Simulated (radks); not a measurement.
# Dy: atomic calculation

- system: the neutral dysprosium atom in the configuration [Xe] 4f10 6s2. It sits in a hard spherical wall of radius 1.5 bohr.
- method: scalar-relativistic Kohn-Sham, PBE, spin-unpolarised, spherical densities, point nucleus (the in-house radial solver radks)

**The program's output**
```
1s      1   2.0000       -1965.04886184
2s      1   2.0000        -321.79640170
2p      1   6.0000        -284.71698818
3s      1   2.0000         -66.88264768
3p      1   6.0000         -55.51168489
3d      1  10.0000         -40.86434670
4s      1   2.0000          -9.13048574
4p      1   6.0000          -5.49976346
4d      1  10.0000          -0.53732415
4f      1  10.0000           5.04627981
5s      1   2.0000           4.05321799
5p      1   6.0000           5.76320082
6s      1   2.0000          17.84263819
5d      1   0.0000           8.41791384
6p      1   0.0000          19.82410285
7s      1   0.0000          37.79464153
Etot -12088.047482167147
Ekin 13333.804641782144
Encl -30235.51946703359
Eh 5087.089270037769
Exc -273.42192695347075
err 1.289973440803814e-09
it 14
```

**Orbitals**

| orbital | occupation | energy (eV) | ⟨r⟩ (bohr) | outer maximum (bohr) |
| --- | --- | --- | --- | --- |
| 1s | 2 | −53471.7 | 0.02112 | 0.0134 |
| 2s | 2 | −8756.5 | 0.08979 | 0.0760 |
| 2p | 6 | −7747.5 | 0.07949 | 0.0617 |
| 3s | 2 | −1820.0 | 0.2350 | 0.216 |
| 3p | 6 | −1510.5 | 0.2340 | 0.212 |
| 3d | 10 | −1112.0 | 0.2129 | 0.173 |
| 4s | 2 | −248.453 | 0.5427 | 0.500 |
| 4p | 6 | −149.656 | 0.5793 | 0.525 |
| 4d | 10 | −14.621 | 0.6312 | 0.552 |
| 5s | 2 | 110.294 | 0.9326 | 1.03 |
| 4f | 10 | 137.316 | 0.7048 | 0.590 |
| 5p | 6 | 156.825 | 0.9331 | 1.06 |
| 5d | 0 | 229.063 | 0.9095 | 1.10 |
| 6s | 2 | 485.523 | 0.8935 | 1.24 |
| 6p | 0 | 539.441 | 0.8804 | 1.25 |
| 7s | 0 | 1028.4 | 0.8638 | 1.32 |

**Slater integrals of the outer shells (hartree)**

```
 integral   value
F0(6s,6s)  1.0026
F0(6s,5p)  0.9707
G1(6s,5p)  0.1237
F0(6s,4f)  1.1062
G3(6s,4f)  0.1350
F0(6s,5s)  0.9695
G0(6s,5s)  0.0939
F0(6s,5d)  0.9874
G2(6s,5d)  0.1396
F0(5p,5p)  0.9581
F2(5p,5p)  0.5176
F0(5p,4f)  1.0612
F2(5p,4f)  0.4741
G2(5p,4f)  0.2188
G4(5p,4f)  0.1979
F0(5p,5s)  0.9583
G1(5p,5s)  0.6573
F0(5p,5d)  0.9690
F2(5p,5d)  0.4999
G1(5p,5d)  0.6260
```

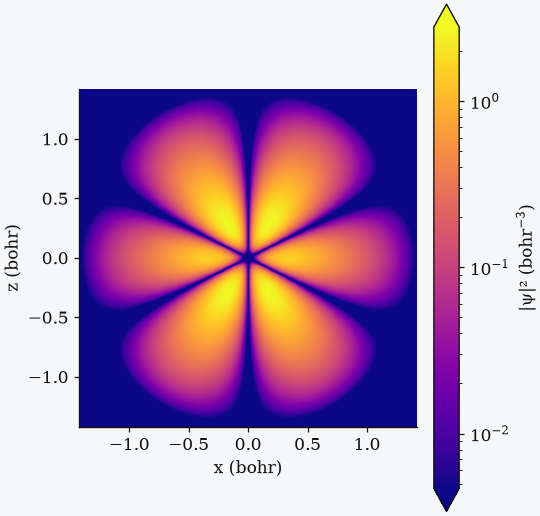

Figure 1. One occupied orbital is shown. In the xz plane through the nucleus, the colour gives |ψ|² on a logarithmic scale. The radial function comes from the spherical calculation and is multiplied by a real spherical harmonic; the overall sign is chosen so that the largest lobe of P(r) is positive; at the scalar-relativistic level it is the large component. It is 4f(xz²). It has the nodal plane yz and two cones about z and no radial node. The maximum of P² lies at 0.590 bohr, ⟨r⟩ = 0.705 bohr, 90 % of the charge lies within 1.08 bohr, and the eigenvalue is 137.3 eV, with 10 electrons in the shell.

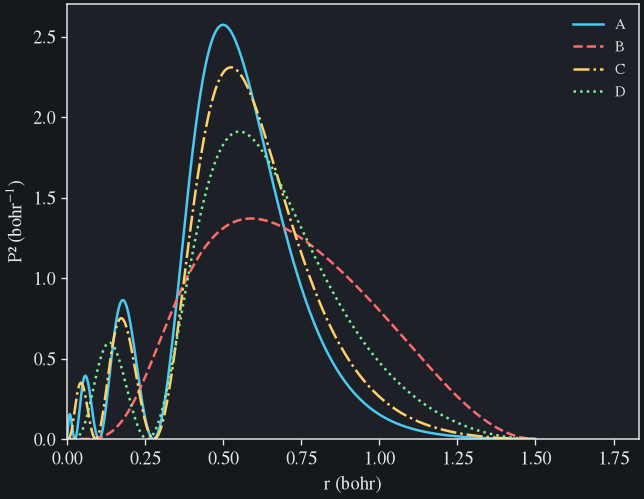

Figure 2. The radial probability densities P² of 4p, 4s, 4f and 4d. A is 4s; B is 4f; C is 4p; D is 4d. 4s: outer maximum at 0.500 bohr, ⟨r⟩ = 0.543 bohr, 3 nodes, eigenvalue −248.5 eV; 4p: outer maximum at 0.525 bohr, ⟨r⟩ = 0.579 bohr, 2 nodes, eigenvalue −149.7 eV; 4d: outer maximum at 0.552 bohr, ⟨r⟩ = 0.631 bohr, 1 node, eigenvalue −14.6 eV; 4f: outer maximum at 0.590 bohr, ⟨r⟩ = 0.705 bohr, 0 nodes, eigenvalue 137.3 eV.

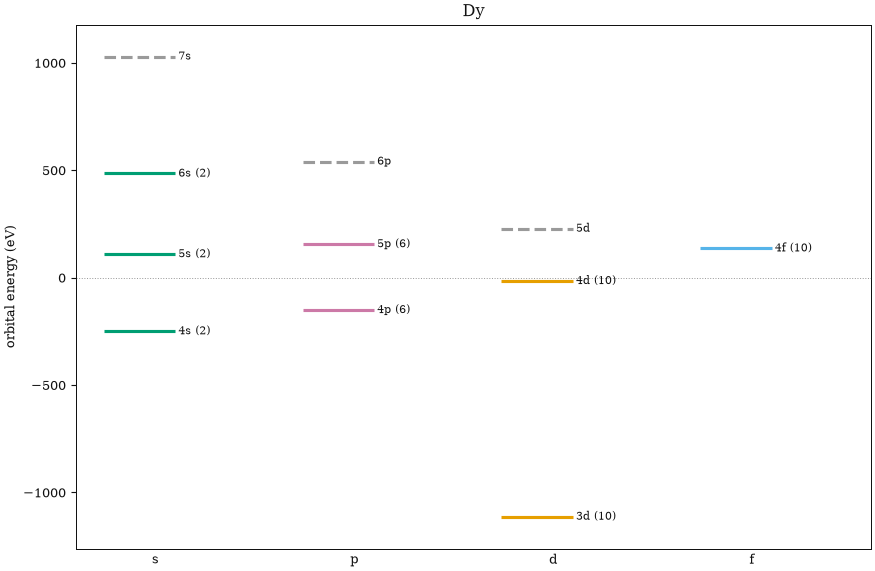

Figure 3. The outer levels are drawn by angular momentum (occupations in brackets, empty levels dashed). The highest occupied level is 6s at 485.5 eV. The highest 5 occupied levels, from the top down, are 6s (485.5 eV), 5p (156.8 eV), 4f (137.3 eV), 5s (110.3 eV), 4d (−14.6 eV). The wall pushes the highest level above zero, where only the wall holds the electron in. The order isn't aufbau: the empty 5d level lies under the highest occupied one.

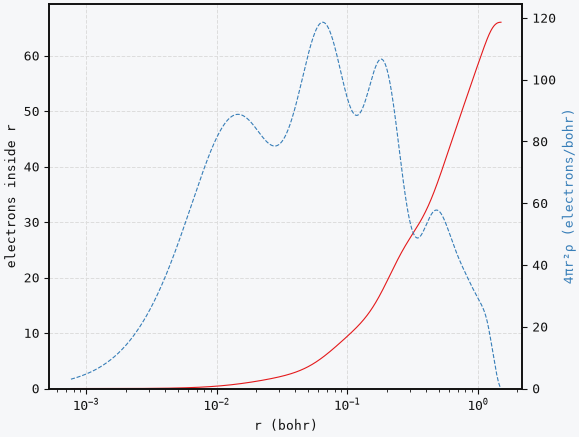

Figure 4. The number of electrons inside radius r (solid) and the radial density 4πr²ρ (dashed). The count levels off at 66 electrons. Half of them lie within 0.417 bohr, 90 % within 1.03 bohr and 99 % within 1.32 bohr. The radial density has minima at 0.0277, 0.118 and 0.344 bohr, where the count stands at 1.9, 11.1 and 29.3; these part the shells that the density resolves.

**Input file**
```
Z 66
configuration [Xe] 4f10 6s2 5d0 6p0 7s0
relativity scalar-relativistic
functional pbe,pbe
spin unpolarised
nucleus point
wall 1.5 bohr
c 137.035999084
```

Energies in input and log are in hartree, lengths in bohr.

**Key numbers**

| quantity | value |
| --- | --- |
| outcome | converged |
| total energy | −12088.0475 hartree |
| kinetic energy | 13333.8046 hartree |
| electron–nucleus energy | −30235.5195 hartree |
| Hartree energy | 5087.0893 hartree |
| exchange–correlation energy | −273.421927 hartree |
| radius at density 0.001 e/bohr³ | 1.49 bohr |
| pressure on the wall | 195000 GPa |
| SCF iterations | 14 |
| hardware | 1 CPU thread, shared host |
